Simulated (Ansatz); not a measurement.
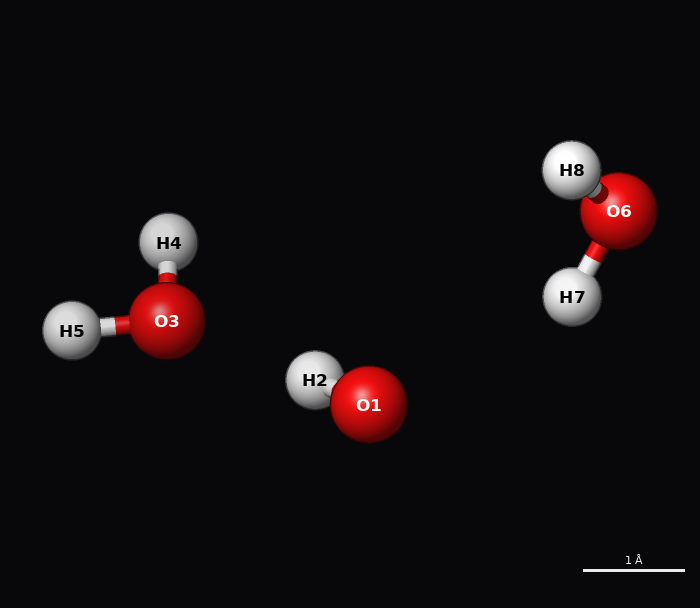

Simulated data, not a measurement (program: Ansatz).

Charge 0, doublet. Geometry: a fixed input geometry, not necessarily a minimum.

Which hydrogen bonds does the structure hold? Count O, N, F, S and Cl donors.

```tsv
D–H···A	D–H (Å)	H···A (Å)	angle (°)	kind
O1–H2···O3	0.96	1.88	160	intermolecular
O6–H7···O1	0.98	2.30	146	intermolecular
```
